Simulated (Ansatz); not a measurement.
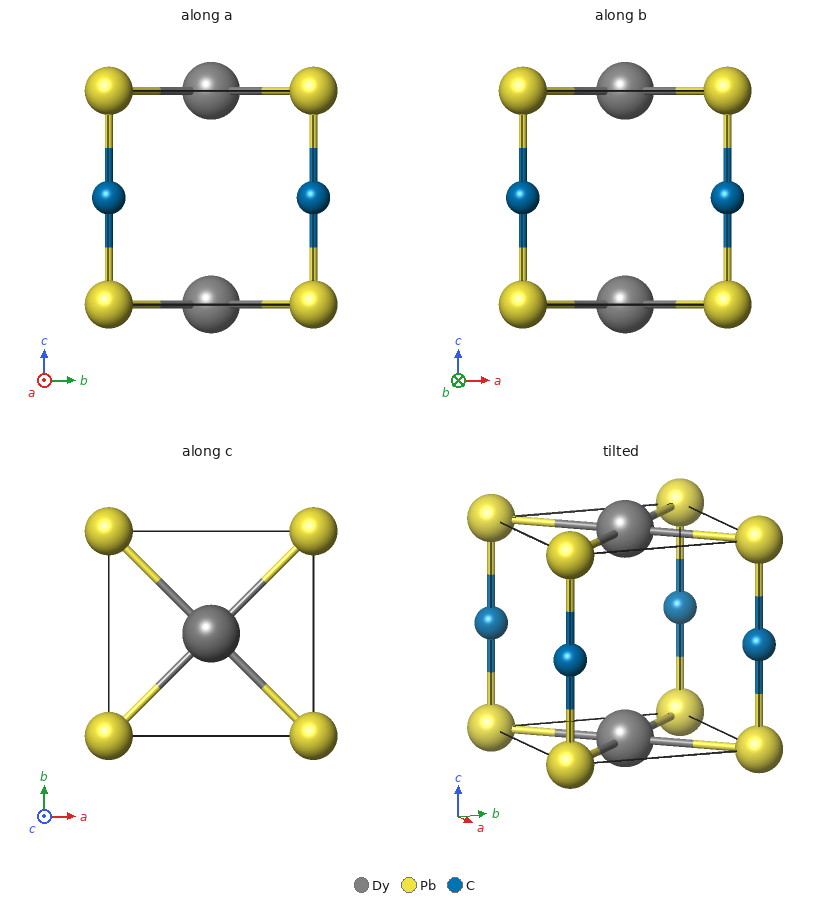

Crystal structure, ball-and-stick style, seen along the a axis, along the b axis, along the c axis and slightly off an axis. The lines enclose the conventional unit cell; boundary atoms appear with their images.

Lattice parameters: a = 4.3320 Å, b = 4.3320 Å, c = 4.5226 Å, α = 90.000°, β = 90.000°, γ = 90.000°.

**Set out the cell and atoms as a CIF with its space group and independent sites.**

```cif
data_structure
_symmetry_space_group_name_H-M 'P 4/m m m'
_symmetry_Int_Tables_number 123
_cell_length_a 4.3320
_cell_length_b 4.3320
_cell_length_c 4.5226
_cell_angle_alpha 90.000
_cell_angle_beta 90.000
_cell_angle_gamma 90.000
_cell_volume 84.87
loop_
_atom_site_label
_atom_site_type_symbol
_atom_site_symmetry_multiplicity
_atom_site_Wyckoff_symbol
_atom_site_fract_x
_atom_site_fract_y
_atom_site_fract_z
_atom_site_occupancy
Dy1 Dy 1 c 0.5000 0.5000 0.0000 1
Pb1 Pb 1 a 0.0000 0.0000 0.0000 1
C1 C 1 b 0.0000 0.0000 0.5000 1
```

Starting structure: a random cell made by a generator, so it need not be a real form of the compound. This is the structure after a relaxation with DFT PBE, scalar-relativistic, plane waves, PAW; 4f electrons in the core of a trivalent norm-conserving potential in Ansatz.
